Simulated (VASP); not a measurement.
Band structure of Ti (hcp). These are vdW-DF2, VASP's PBE PAW potentials (set 64) (plane waves; VASP 6.6.1) values and carry that method's errors.

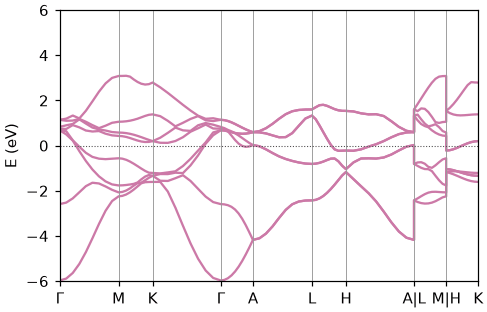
Figure. Bands along high-symmetry lines, zero at the valence-band maximum or, without a gap, the Fermi level

Read the plot: is there a gap, and where are the band edges?

It has no gap at this level: it comes out as a metal or semimetal. (Edges off the drawn lines would not show.)

The compound is Ti in the hcp structure. It was relaxed first.
